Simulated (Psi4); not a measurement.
# NH2 (SMILES [NH2]): UHF/STO-3G

Aim: the vertical ionisation energy of NH2 at UHF/STO-3G, from 2 runs. 

The results are computed with Psi4 1.11.

## 1. Starting point

NH2: 3 atoms, total charge 0, spin state doublet. As SMILES, `[NH2]`. The shape is that of a PBE0-D4/def2-TZVP optimisation.

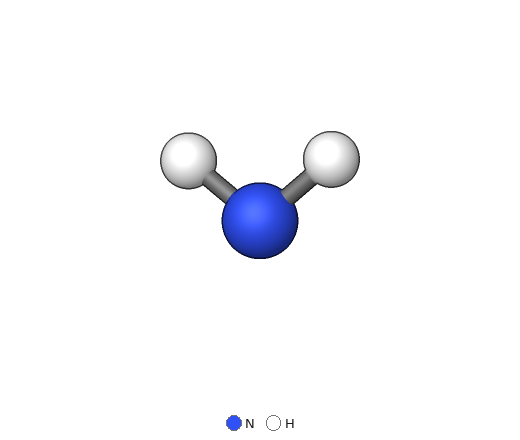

The structure, seen from a chosen angle (nitrogen blue, hydrogen white).

## 2. Energy and gradient at UHF/STO-3G

input.in

```
memory 2.2 GB

molecule geom {
  0 2
  N      0.337090    -0.200010     0.166180
  H      0.130750     0.805920     0.159430
  H     -0.467840    -0.605900    -0.325600
  units angstrom
  symmetry c1
  no_reorient
  no_com
}

set basis STO-3G
set reference uhf
set puream true
set e_convergence 1e-09
set d_convergence 1e-08
set scf_type pk
set maxiter 100

gradient('scf')
```

Command:

```
$ psi4 -i input.in -o input.out -n 1
```

input.out:

```text
[...]
  Running in c1 symmetry.
[...]
  Nuclear repulsion =    7.543471872528530
[...]
  Multiplicity = 2
[...]
  Nalpha       = 5
  Nbeta        = 4
[...]
    Number of basis functions: 7
[...]
   @UHF iter   1:   -54.82088291952025   -9.92395e-01   1.91710e-02 DIIS/ADIIS
[...]
   @UHF iter  10:   -54.83732349924440   -1.91847e-13   5.50809e-10 DIIS
[...]
   @S^2 Observed:                7.573140126E-01
[...]
    Orbital Energies [Eh]
    ---------------------
    Alpha Occupied:
       1A    -15.339262     2A     -1.117638     3A     -0.585419
       4A     -0.451165     5A     -0.427011
    Alpha Virtual:
       6A      0.613275     7A      0.681606
    Beta Occupied:
       1A    -15.311632     2A     -0.984494     3A     -0.561541
       4A     -0.373357
[...]
  @UHF Final Energy:   -54.83732349924440
   => Energetics <=
    Nuclear Repulsion Energy =              7.5434718725285297
    One-Electron Energy =                 -89.6100708875550538
    Two-Electron Energy =                  27.2292755157821276
    Total Energy =                        -54.8373234992443983
  UHF NO Occupations:
  HONO-2 :    3  A 1.9985351
  HONO-1 :    4  A 1.9978044
[...]
 Multipole Moments:
 ------------------------------------------------------------------------------------
     Multipole            Electronic (a.u.)      Nuclear  (a.u.)        Total (a.u.)
 ------------------------------------------------------------------------------------
 L = 1.  Multiply by 2.5417464519 to convert [e a0] to [Debye]
 Dipole X            :         -4.3828681            3.8220467           -0.5608214
 Dipole Y            :          2.6005274           -2.2677658            0.3327615
 Dipole Z            :         -2.1606979            1.8842270           -0.2764708
 Magnitude           :                                                    0.7082986
[...]
  -Total Gradient:
     Atom            X                  Y                   Z
    ------   -----------------  -----------------  -----------------
       1       -0.035698034089     0.021176228607    -0.017598779252
       2        0.010200248884    -0.028623834942     0.002602169927
       3        0.025497785205     0.007447606336     0.014996609325
[...]
```

Wall time 5.1 s (1 thread of Intel Xeon at 2.50GHz (Skylake/Cascade Lake), shared host); peak memory 0.18 GiB.

## 3. The singlet cation, same level

h2n.py

```python
import psi4

psi4.set_memory(2200000000)
psi4.set_num_threads(1)
psi4.core.set_output_file('output.dat', False)

mol = psi4.geometry("""
1 1
N      0.63700778    -0.37796412     0.31403469
H      0.24708169     1.52296808     0.30127904
H     -0.88408947    -1.14498506    -0.61529483
units au
symmetry c1
no_reorient
no_com
""")

psi4.set_options({
    'reference': 'rhf',
    'puream': True,
    'e_convergence': 1e-09,
    'd_convergence': 1e-08,
    'scf_type': 'pk',
})

energy_value, wavefunction = psi4.gradient('scf/STO-3G', molecule=mol, return_wfn=True)
psi4.oeprop(wavefunction, 'QUADRUPOLE', 'DIPOLE', 'LOWDIN_CHARGES')
print('gradient / Eh bohr^-1')
print(energy_value.np.round(6))
print(f'energy = {wavefunction.energy():.10f} Eh')
```

Command:

```
$ python h2n.py
```

output.dat:

```text
[...]
  Running in c1 symmetry.
[...]
  Nuclear repulsion =    7.543471866975350
[...]
  Multiplicity = 1
[...]
  Nalpha       = 4
  Nbeta        = 4
[...]
    Number of basis functions: 7
[...]
   @RHF iter   1:   -54.41912116044097   -5.90633e-01   2.89563e-02 ADIIS/DIIS
[...]
   @RHF iter   7:   -54.44635338853828   -2.13163e-14   3.18810e-11 DIIS
[...]
    Orbital Energies [Eh]
    ---------------------
    Doubly Occupied:
       1A    -16.038475     2A     -1.567376     3A     -1.080338
       4A     -0.929801
[...]
  @RHF Final Energy:   -54.44635338853828
   => Energetics <=
    Nuclear Repulsion Energy =              7.5434718669753504
    One-Electron Energy =                 -84.7476703138397767
    Two-Electron Energy =                  22.7578450583261471
    Total Energy =                        -54.4463533885382773
[...]
  -Total Gradient:
     Atom            X                  Y                   Z
    ------   -----------------  -----------------  -----------------
       1       -0.062005985459     0.036785674231    -0.030567968945
       2        0.005516068702    -0.078500820647    -0.005367229099
       3        0.056489916757     0.041715146416     0.035935198044
[...]
 Multipole Moments:
 ------------------------------------------------------------------------------------
     Multipole            Electronic (a.u.)      Nuclear  (a.u.)        Total (a.u.)
 ------------------------------------------------------------------------------------
 L = 1.  Multiply by 2.5417464519 to convert [e a0] to [Debye]
 Dipole X            :         -4.1329452            3.8220467           -0.3108985
 Dipole Y            :          2.4522441           -2.2677658            0.1844783
 Dipole Z            :         -2.0374857            1.8842270           -0.1532587
 Magnitude           :                                                    0.3926555
 L = 2.  Multiply by 1.3450342976 to convert [e a0^2] to [Debye ang]
 Quadrupole XX       :         -7.7049996            3.6831159           -4.0218837
 Quadrupole XY       :          1.0626310           -0.2967958            0.7658352
[...]
```

Standard output:

```text
gradient / Eh bohr^-1
[[-0.062006  0.036786 -0.030568]
 [ 0.005516 -0.078501 -0.005367]
 [ 0.05649   0.041715  0.035935]]
energy = -54.4463533885 Eh
```

Run time: 4.8 s. Hardware: 1 thread of Intel Xeon at 2.50GHz (Skylake/Cascade Lake), shared host; peak memory 0.18 GiB.

## 4. What came out

Level: UHF/STO-3G.

```
                                          quantity         value
                         doublet NH2: total energy  -54.83732 Eh
                        doublet NH2: dipole moment        1.80 D
   doublet NH2: HOMO energy (highest over α and β)     -10.16 eV
    doublet NH2: LUMO energy (lowest over α and β)       8.74 eV
                                 doublet NH2: ⟨S²⟩         0.757
             doublet NH2: largest force on an atom    2.318 eV/Å
                      singlet cation: total energy  -54.44635 Eh
                       singlet cation: HOMO energy     -25.30 eV
                       singlet cation: LUMO energy      -9.04 eV
                     singlet cation: HOMO–LUMO gap      16.26 eV
          singlet cation: largest force on an atom    4.056 eV/Å
vertical ionisation energy (to the singlet cation)     10.639 eV
```

In words: Removing an electron at fixed nuclei costs 10.64 eV (1026 kJ/mol). The largest force (doublet NH2) is 2.32 eV/Å: the shape isn't a stationary point for this species at this level. Only the singlet of the ionised species was computed; a triplet could lie lower. In a minimal basis such a difference can be off by several eV, whatever the method.
